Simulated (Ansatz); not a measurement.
# GeH₄+ (doublet): correlated methods under varied settings at scale of all distances = 1.000

Aim: run GeH₄+ (doublet) at one geometry under a spread of methods and options, and see what each costs and gives.

Computed with Ansatz 0.2.0, Gaussian basis. Level: the settings change from run to run.

13 further runs of the same task are left out: 10 that didn't finish, 3 set aside as unsound or not needed.

**1. What is computed**

The geometry derives from a PBE0/def2-TZVP stationary point (not a proven minimum). All distances are scaled together. No spin-orbit coupling is included. The filled d shell of Ge may be among the frozen orbitals whatever the setting's name suggests; the logs give the count.

5 atoms, charge 1, spin multiplicity 2.

Atoms are counted from 1 here; the program's logs count them from 0.

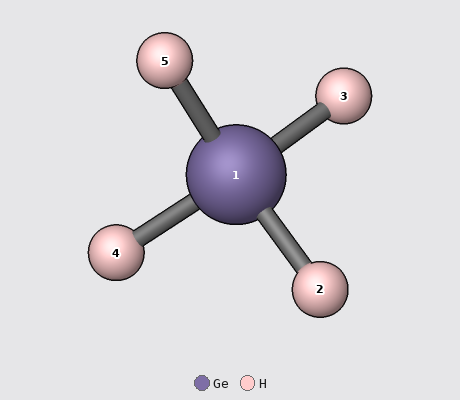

The structure; germanium purple, hydrogen pink; atoms are numbered from 1 in the order of the file.

**2. BCCD on ROHF/6-31G**

in.yaml

```yaml
crystal:
  periodic: [false, false, false]
  atoms:
    - {symbol: Ge, position_ang: [0.000000, 0.000000, 0.000000]}
    - {symbol: H, position_ang: [0.561303, 1.033925, 1.032591]}
    - {symbol: H, position_ang: [-0.569863, -1.029690, 1.032135]}
    - {symbol: H, position_ang: [-0.559224, 1.030817, -1.036818]}
    - {symbol: H, position_ang: [0.567783, -1.035053, -1.027908]}
basis:
  gaussian: {orbitals: 6-31G}
total_charge: 1
magnetization: {spin_polarized: false, initial_magnetization: 1}
correlation: {method: bccd, electrons: outside_noble_gas}
scf: {omitted_lower_state_checks: [cluster_reference]}
output: {forces: true}
```

Started as:

```sh
> ansatz run in.yaml --threads 1 --pin off --events-out ev --progress --plain --max-ram 2393MiB
```

The program printed, shortened:

```text
Functional definition: HF
  name "HF"
  cite "Fock, Z. Phys. 61, 126 (1930) doi:10.1007/BF01340294"
  parent pbe
[...]
378 factors; integrals over basis functions are off by at most 3.8e-4 eV
[...]
mean field -56515.16563548 eV, -2076.8940297489 hartree, gradient 9.6e-6 eV, S^2 0.750000; 2 other end points of the search recorded, 0 dependent functions left out
14 core orbitals not correlated: weight in the atoms' cores, before any rotation towards them, 0.997 or more for the frozen orbitals, at most 0.002 for the correlated occupied ones
reference -56515.16563548 eV, -2076.8940297489 hartree; 4, 3 occupied and 19, 20 virtual orbitals, 378 factors
second order -1.69845626 eV of doubles, -0.07940544 eV of singles
cycle   1  -2.27464628 eV  change   -4.9e-1 eV  update   6.7e-2
[...]
cycle  11  -2.54188594 eV  change    1.7e-7 eV  update   3.4e-7
[...]
Total energy: -56517.70752142 eV, -2076.9874423342 hartree
Atom 0 at     0.000000     0.000000     0.000000 Å, force    -0.000002    -0.000000     0.000000 eV/Å
Atom 1 at     0.561303     1.033925     1.032591 Å, force     0.134095     0.276575     0.276136 eV/Å
Atom 2 at    -0.569863    -1.029690     1.032135 Å, force    -0.136384    -0.275441     0.276146 eV/Å
Atom 3 at    -0.559224     1.030817    -1.036818 Å, force    -0.133538     0.275711    -0.277265 eV/Å
Atom 4 at     0.567783    -1.035053    -1.027908 Å, force     0.135829    -0.276845    -0.275016 eV/Å
Dipole moment:     0.000000     0.000000    -0.000000 e Å
Checks for a lower state left out: cluster_reference
```

Wall time 1.1 s (1 thread of Arm Neoverse V2, shared host).

From the report: correlation -2.5419 eV; largest double amplitude 0.07.

**3. MP2 on UHF/6-31G**

in.yaml

```yaml
crystal:
  periodic: [false, false, false]
  atoms:
    - {symbol: Ge, position_ang: [0.000000, 0.000000, 0.000000]}
    - {symbol: H, position_ang: [0.561303, 1.033925, 1.032591]}
    - {symbol: H, position_ang: [-0.569863, -1.029690, 1.032135]}
    - {symbol: H, position_ang: [-0.559224, 1.030817, -1.036818]}
    - {symbol: H, position_ang: [0.567783, -1.035053, -1.027908]}
basis:
  gaussian: {orbitals: 6-31G, fitting: {mean_field: def2-universal-jkfit}}
total_charge: 1
magnetization: {spin_polarized: true, initial_magnetization: 1}
correlation: {method: mp2, electrons: all}
accuracy: high
scf: {lower_state_search: off}
```

The command is unchanged.

The program printed:

```text
Functional definition: HF
  name "HF"
  cite "Fock, Z. Phys. 61, 126 (1930) doi:10.1007/BF01340294"
  parent pbe
  exchange = exact_x
  correlation = 0
these checks for a lower state are left out or cut short: stability, starts, cluster_reference, orbital_swaps, neighbouring_geometries, increment
338 factors; integrals over basis functions are off by at most 8.7e-2 eV
mean field evaluation 1: about -56514.9448 eV, gradient 5.8e0 eV
mean field evaluation 2: about -56515.2716 eV, gradient 2.1e0 eV
mean field evaluation 4: about -56515.3525 eV, gradient 6.3e-1 eV
mean field evaluation 8: about -56515.3638 eV, gradient 3.3e-9 eV
mean field -56515.36379361 eV, -2076.9013119258 hartree, gradient 3.3e-9 eV, S^2 0.789746; 0 other end points of the search recorded, 0 dependent functions left out
reference -56515.36379361 eV, -2076.9013119258 hartree; 18, 17 occupied and 19, 20 virtual orbitals, 338 factors
second order -7.28507651 eV of doubles, -0.00000000 eV of singles
Total energy: -56522.64887012 eV, -2077.1690335495 hartree
Checks for a lower state left out: stability, starts, cluster_reference, orbital_swaps, neighbouring_geometries, increment
```

Wall time 0.18 s (1 thread of Arm Neoverse V2, shared host).

From the report: ⟨S²⟩ of the determinant 0.790 (pure doublet: 0.75).

**4. CASCI(3,6)/STO-3G**

Changes to in.yaml since step 3:

```diff
@@ -9,7 +9,5 @@
 basis:
-  gaussian: {orbitals: 6-31G, fitting: {mean_field: def2-universal-jkfit}}
+  gaussian: {orbitals: STO-3G}
 total_charge: 1
-magnetization: {spin_polarized: true, initial_magnetization: 1}
-correlation: {method: mp2, electrons: all}
-accuracy: high
-scf: {lower_state_search: off}
+magnetization: {spin_polarized: false, initial_magnetization: 1}
+correlation: {active_space: {window: {electrons: 3, orbitals: 6}, fixed_orbitals: true}}
```

The command is unchanged.

The program printed:

```text
Functional definition: HF
  name "HF"
  cite "Fock, Z. Phys. 61, 126 (1930) doi:10.1007/BF01340294"
  parent pbe
  exchange = exact_x
  correlation = 0
236 factors; integrals over basis functions are off by at most 8.8e-6 eV
mean field evaluation 1: about -55883.7568 eV, gradient 5.4e0 eV
mean field evaluation 2: about -55883.7538 eV, gradient 5.4e0 eV
mean field evaluation 4: about -55883.9333 eV, gradient 1.7e-1 eV
mean field evaluation 8: about -55883.9335 eV, gradient 3.0e-6 eV
mean field -55883.93349930 eV, -2053.6966766086 hartree, gradient 3.0e-6 eV, S^2 0.750000; 0 other end points of the search recorded, 0 dependent functions left out
reference -55883.93349930 eV, -2053.6966766086 hartree; 18, 17 occupied and 4, 5 virtual orbitals, 236 factors
state -55884.59718965 eV, -2053.7210667790 hartree
WARN: the results are in doubt because the space or a class takes a part of the degenerate orbitals at -19.7944 eV
Total energy: -55884.59718965 eV, -2053.7210667790 hartree
In doubt: the space or a class takes a part of the degenerate orbitals at -19.7944 eV
```

It took 0.12 s on 1 thread of Arm Neoverse V2, shared host.

From the report: 27 determinants; active occupations 1.96, 1.01, 0.02, 0.01, 0.00, 0.00. The program marks this result as in doubt; its last lines say why.

**5. MP2 on UHF/STO-3G**

Changes to in.yaml since step 4:

```diff
@@ -9,5 +9,5 @@
 basis:
-  gaussian: {orbitals: STO-3G}
+  gaussian: {orbitals: STO-3G, point_charges: [{charge: -0.50, position_ang: [3.196, -0.539, 0.450]}]}
 total_charge: 1
-magnetization: {spin_polarized: false, initial_magnetization: 1}
-correlation: {active_space: {window: {electrons: 3, orbitals: 6}, fixed_orbitals: true}}
+magnetization: {spin_polarized: true, initial_magnetization: 1}
+correlation: {method: mp2, electrons: valence}
```

Launched as before.

The program printed:

```text
Functional definition: HF
  name "HF"
  cite "Fock, Z. Phys. 61, 126 (1930) doi:10.1007/BF01340294"
  parent pbe
  exchange = exact_x
  correlation = 0
236 factors; integrals over basis functions are off by at most 7.0e-6 eV
mean field evaluation 1: about -55886.0100 eV, gradient 4.8e0 eV
mean field evaluation 2: about -55886.0071 eV, gradient 4.8e0 eV
mean field evaluation 4: about -55886.3344 eV, gradient 6.1e-1 eV
mean field evaluation 8: about -55886.3437 eV, gradient 1.5e-6 eV
mean field evaluation 16: about -55886.3082 eV, gradient 7.6e-1 eV
mean field -55886.34366233 eV, -2053.7852484663 hartree, gradient 9.7e-6 eV, S^2 0.782059; 4 other end points of the search recorded, 0 dependent functions left out
9 core orbitals not correlated: weight in the atoms' cores, before any rotation towards them, 1.000 or more for the frozen orbitals, at most 0.000 for the correlated occupied ones
reference -55886.34366233 eV, -2053.7852484663 hartree; 9, 8 occupied and 4, 5 virtual orbitals, 236 factors
second order -1.24231635 eV of doubles, -0.00000000 eV of singles
Total energy: -55887.58597868 eV, -2053.8309027500 hartree
```

Wall time 0.18 s (1 thread of Arm Neoverse V2, shared host).

From the report: ⟨S²⟩ of the determinant 0.782 (pure doublet: 0.75).

**6. CASCI(3,5)/6-31G**

Changes to in.yaml since step 5:

```diff
@@ -9,5 +9,7 @@
 basis:
-  gaussian: {orbitals: STO-3G, point_charges: [{charge: -0.50, position_ang: [3.196, -0.539, 0.450]}]}
+  gaussian: {orbitals: 6-31G}
 total_charge: 1
-magnetization: {spin_polarized: true, initial_magnetization: 1}
-correlation: {method: mp2, electrons: valence}
+magnetization: {spin_polarized: false, initial_magnetization: 1}
+correlation: {active_space: {window: {electrons: 3, orbitals: 5}, fixed_orbitals: true}}
+accuracy: high
+output: {forces: true}
```

The command is unchanged.

The program printed, shortened:

```text
Functional definition: HF
  name "HF"
  cite "Fock, Z. Phys. 61, 126 (1930) doi:10.1007/BF01340294"
  parent pbe
[...]
676 factors; integrals over basis functions are off by at most 3.6e-9 eV
[...]
mean field -56515.16602377 eV, -2076.8940440181 hartree, gradient 7.2e-8 eV, S^2 0.750000; 2 other end points of the search recorded, 0 dependent functions left out
reference -56515.16602377 eV, -2076.8940440181 hartree; 18, 17 occupied and 19, 20 virtual orbitals, 676 factors
state -56515.43467974 eV, -2076.9039169428 hartree
[...]
WARN: the results are in doubt because the space or a class takes a part of the degenerate orbitals at -20.4142 eV
Total energy: -56515.43467974 eV, -2076.9039169428 hartree
Atom 0 at     0.000000     0.000000     0.000000 Å, force     0.388562    -0.000388     0.001612 eV/Å
Atom 1 at     0.561303     1.033925     1.032591 Å, force    -0.052111     0.011420     0.011105 eV/Å
Atom 2 at    -0.569863    -1.029690     1.032135 Å, force    -0.144200    -0.386156     0.387291 eV/Å
Atom 3 at    -0.559224     1.030817    -1.036818 Å, force    -0.140211     0.386440    -0.388471 eV/Å
Atom 4 at     0.567783    -1.035053    -1.027908 Å, force    -0.052040    -0.011316    -0.011537 eV/Å
Dipole moment:     0.031435    -0.000031     0.000130 e Å
In doubt: the space or a class takes a part of the degenerate orbitals at -20.4142 eV
```

Run time: 1.1 s. Hardware: 1 thread of Arm Neoverse V2, shared host.

From the report: 24 determinants; active occupations 1.97, 1.01, 0.01, 0.00, 0.00. Mind the lines of doubt at the end of the log.

**7. CASSCF(3,3)/6-31G**

Changes to in.yaml since step 6:

```diff
@@ -12,4 +12,4 @@
 magnetization: {spin_polarized: false, initial_magnetization: 1}
-correlation: {active_space: {window: {electrons: 3, orbitals: 5}, fixed_orbitals: true}}
-accuracy: high
+correlation: {active_space: {window: {electrons: 3, orbitals: 3}, states: [{multiplicity: 2, weights: [1, 0.5, 1]}], root: 0}}
+scf: {lower_state_search: light}
 output: {forces: true}
```

The command is unchanged.

The program printed, shortened:

```text
Functional definition: HF
  name "HF"
  cite "Fock, Z. Phys. 61, 126 (1930) doi:10.1007/BF01340294"
  parent pbe
[...]
664 factors; integrals over basis functions are off by at most 7.9e-8 eV
[...]
mean field -56515.16602374 eV, -2076.8940440169 hartree, gradient 2.5e-7 eV, S^2 0.750000; 2 other end points of the search recorded, 0 dependent functions left out
reference -56515.16602374 eV, -2076.8940440169 hartree; 18, 17 occupied and 19, 20 virtual orbitals, 664 factors
state -56515.28373139 eV, -2076.8983696932 hartree
state -56513.24374815 eV, -2076.8234016919 hartree
state -56508.44156219 eV, -2076.6469246133 hartree
[...]
Total energy: -56515.28373139 eV, -2076.8983696932 hartree
Atom 0 at     0.000000     0.000000     0.000000 Å, force     0.039201    -0.000039     0.000163 eV/Å
Atom 1 at     0.561303     1.033925     1.032591 Å, force    -0.039917    -0.246598    -0.245797 eV/Å
Atom 2 at    -0.569863    -1.029690     1.032135 Å, force     0.019285    -0.349337     0.350835 eV/Å
Atom 3 at    -0.559224     1.030817    -1.036818 Å, force     0.022893     0.349295    -0.350661 eV/Å
Atom 4 at     0.567783    -1.035053    -1.027908 Å, force    -0.041462     0.246680     0.245460 eV/Å
Dipole moment:     0.019783    -0.000020     0.000082 e Å
```

It took 1.4 s on 1 thread of Arm Neoverse V2, shared host.

From the report: 9 determinants; active occupations (of the averaged states) 1.70, 0.88, 0.42.

**8. MP2 on ROHF/6-31G**

Changes to in.yaml since step 7:

```diff
@@ -12,4 +12,3 @@
 magnetization: {spin_polarized: false, initial_magnetization: 1}
-correlation: {active_space: {window: {electrons: 3, orbitals: 3}, states: [{multiplicity: 2, weights: [1, 0.5, 1]}], root: 0}}
-scf: {lower_state_search: light}
-output: {forces: true}
+hamiltonian: {pseudopotentials: {relativity: scalar}}
+correlation: {method: mp2, electrons: valence}
```

Same command.

The program printed, shortened:

```text
Functional definition: HF
  name "HF"
  cite "Fock, Z. Phys. 61, 126 (1930) doi:10.1007/BF01340294"
  parent pbe
[...]
381 factors; integrals over basis functions are off by at most 3.7e-4 eV
[...]
mean field -56987.86528734 eV, -2094.2654215474 hartree, gradient 1.7e-6 eV, S^2 0.750000; 2 other end points of the search recorded, 0 dependent functions left out
[...]
9 core orbitals not correlated: weight in the atoms' cores, before any rotation towards them, 1.000 or more for the frozen orbitals, at most 0.000 for the correlated occupied ones
reference -56987.86528734 eV, -2094.2654215474 hartree; 9, 8 occupied and 19, 20 virtual orbitals, 381 factors
second order -6.02930755 eV of doubles, -0.07980787 eV of singles
Total energy: -56993.97440277 eV, -2094.4899273983 hartree
Relativity: scalar
```

Wall time 0.6 s (1 thread of Arm Neoverse V2, shared host).

**9. CCSDT on UHF/6-31G**

Changes to in.yaml since step 8:

```diff
@@ -11,4 +11,4 @@
 total_charge: 1
-magnetization: {spin_polarized: false, initial_magnetization: 1}
-hamiltonian: {pseudopotentials: {relativity: scalar}}
-correlation: {method: mp2, electrons: valence}
+magnetization: {spin_polarized: true, initial_magnetization: 1}
+correlation: {method: ccsdt, electrons: valence, diis_vectors: 12}
+scf: {lower_state_search: off}
```

The command is unchanged.

The program printed, shortened:

```text
Functional definition: HF
  name "HF"
  cite "Fock, Z. Phys. 61, 126 (1930) doi:10.1007/BF01340294"
  parent pbe
[...]
664 factors; integrals over basis functions are off by at most 7.9e-8 eV
[...]
mean field -56515.36641467 eV, -2076.9014082480 hartree, gradient 3.1e-6 eV, S^2 0.789765; 0 other end points of the search recorded, 0 dependent functions left out
9 core orbitals not correlated: weight in the atoms' cores, before any rotation towards them, 1.000 or more for the frozen orbitals, at most 0.000 for the correlated occupied ones
reference -56515.36641467 eV, -2076.9014082480 hartree; 9, 8 occupied and 19, 20 virtual orbitals, 664 factors
second order -5.86637819 eV of doubles, -0.00000000 eV of singles
cycle   1  -5.86484815 eV  change    1.5e-3 eV  update   7.4e-2
[...]
cycle  13  -6.38234859 eV  change   -3.3e-7 eV  update   1.2e-6
Total energy: -56521.74876326 eV, -2077.1359552326 hartree
Checks for a lower state left out: stability, starts, cluster_reference, orbital_swaps, neighbouring_geometries, increment
```

It took 4.6 s on 1 thread of Arm Neoverse V2, shared host.

From the report: ⟨S²⟩ of the determinant 0.790 (pure doublet: 0.75); correlation -6.3823 eV; T1 0.015; largest double amplitude 0.07.

**10. CCSD/cc-pVDZ**

Changes to in.yaml since step 9:

```diff
@@ -9,6 +9,9 @@
 basis:
-  gaussian: {orbitals: 6-31G}
+  gaussian: {orbitals: cc-pVDZ}
 total_charge: 1
-magnetization: {spin_polarized: true, initial_magnetization: 1}
-correlation: {method: ccsdt, electrons: valence, diis_vectors: 12}
-scf: {lower_state_search: off}
+magnetization: {spin_polarized: false, initial_magnetization: 1}
+hamiltonian: {xc: {name: PBE}}
+correlation: {method: ccsd, electrons: valence}
+accuracy: high
+scf: {omitted_lower_state_checks: [cluster_reference]}
+output: {forces: true}
```

The command is unchanged.

The program printed, shortened:

```text
Functional definition: PBE
  name "PBE"
  cite "Perdew, Burke & Ernzerhof, Phys. Rev. Lett. 77, 3865 (1996) doi:10.1103/PhysRevLett.77.3865"
  parent pbe
[...]
1036 factors; integrals over basis functions are off by at most 4.4e-9 eV
[...]
mean field -56561.89887229 eV, -2078.6114445247 hartree, gradient 6.0e-8 eV, S^2 0.750000; 0 other end points of the search recorded, 0 dependent functions left out
9 core orbitals not correlated: weight in the atoms' cores, before any rotation towards them, 1.000 or more for the frozen orbitals, at most 0.000 for the correlated occupied ones
reference -56523.54516897 eV, -2077.2019719248 hartree; 9, 8 occupied and 29, 30 virtual orbitals, 1036 factors
second order -3.71249498 eV of doubles, -0.49534328 eV of singles
cycle   1  -4.54690862 eV  change   -3.4e-1 eV  update   6.3e-2
[...]
cycle  20  -4.79740752 eV  change  -2.1e-10 eV  update  7.4e-10
[...]
Total energy: -56528.34257649 eV, -2077.3782733993 hartree
Atom 0 at     0.000000     0.000000     0.000000 Å, force    -0.000003     0.000000    -0.000000 eV/Å
Atom 1 at     0.561303     1.033925     1.032591 Å, force     0.044125     0.068306     0.068254 eV/Å
Atom 2 at    -0.569863    -1.029690     1.032135 Å, force    -0.044690    -0.068024     0.068164 eV/Å
Atom 3 at    -0.559224     1.030817    -1.036818 Å, force    -0.043987     0.068113    -0.068531 eV/Å
Atom 4 at     0.567783    -1.035053    -1.027908 Å, force     0.044554    -0.068394    -0.067886 eV/Å
Dipole moment:    -0.000000    -0.000000    -0.000000 e Å
Checks for a lower state left out: cluster_reference
```

Run time: 13 s. Hardware: 1 thread of Arm Neoverse V2, shared host.

From the report: correlation -4.7974 eV; T1 0.020; largest double amplitude 0.06. The orbitals are Kohn-Sham ones, so correlation energy and T1 don't compare with those on Hartree-Fock orbitals.

**11. All runs side by side**

Where basis and cores are those of an earlier FCI/6-31G run (-56517.7734 eV), and the state is the same kind, the miss against it is given. † marks a result that the program doubts.

```
                                        level         correlated  functions  energy (eV)  from FCI (meV)    time
                           BCCD on ROHF/6-31G  outside noble gas         37  -56517.7075            65.8   1.1 s
                             MP2 on UHF/6-31G                all         37  -56522.6489                  0.18 s
                          CASCI(3,6)/STO-3G †                            22  -55884.5972                  0.12 s
    MP2 on UHF/STO-3G (beside a point charge)            valence         22  -55887.5860                  0.18 s
                           CASCI(3,5)/6-31G †                            37  -56515.4347          2338.7   1.1 s
CASSCF(3,3)/6-31G (lowest root of an average)                            37  -56515.2837                   1.4 s
           MP2 on ROHF/6-31G (relativity set)            valence         37  -56993.9744                   0.6 s
                           CCSDT on UHF/6-31G            valence         37  -56521.7488                   4.6 s
               CCSD/cc-pVDZ (on PBE orbitals)            valence         47  -56528.3426                    13 s
```

**12. Outcome**

```
quantity                                 value
    runs                                     9
quickest           CASCI(3,6)/STO-3G †, 0.12 s
 slowest  CCSD/cc-pVDZ (on PBE orbitals), 13 s
```

**Reading.** Total energies in different bases, with other cores or another treatment of relativity can't be set against each other. CCSD/cc-pVDZ (on PBE orbitals) took 108 times as long as CASCI(3,6)/STO-3G †; the jobs differ in more than the method. Hartree-Fock, CASSCF and CASCI lack dynamic correlation by design.
